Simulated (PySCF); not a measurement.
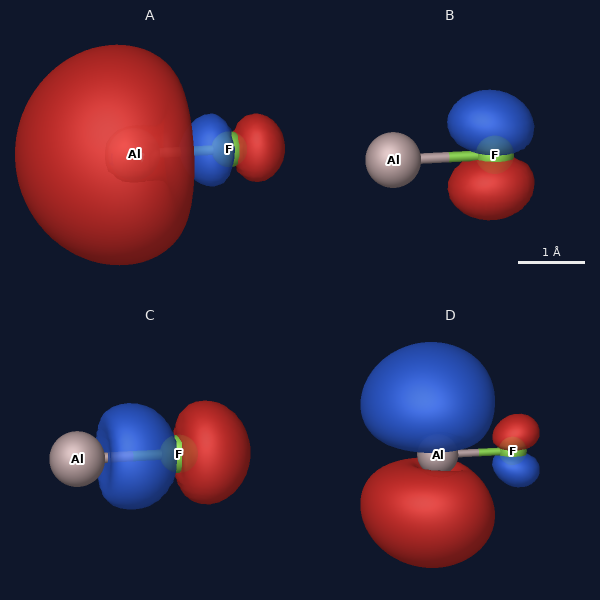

Figure 1: AlF (charge +1, doublet). Four frontier β-spin orbitals, each drawn at the value that holds 80 % of its norm (red and blue are the two phases), in no order; of a degenerate pair one member is drawn.

Level of theory: PBE0/def2-TZVPPD, non-relativistic Hamiltonian with scalar-relativistic core potentials where named, at a bond length of 1.606 Å (PySCF 2.14.0).

### Name the orbitals and rank them from lowest to highest energy.

Orbital C: σ, occupied in this spin, −19.87 eV; mainly on F (80 %).
Orbital B: π, occupied in this spin, −18.63 eV; mainly on F (90 %).
Orbital A: σ, empty in this spin, −11.89 eV; mainly on Al (90 %).
Orbital D: π, empty in this spin, −7.16 eV; mainly on Al (95 %).
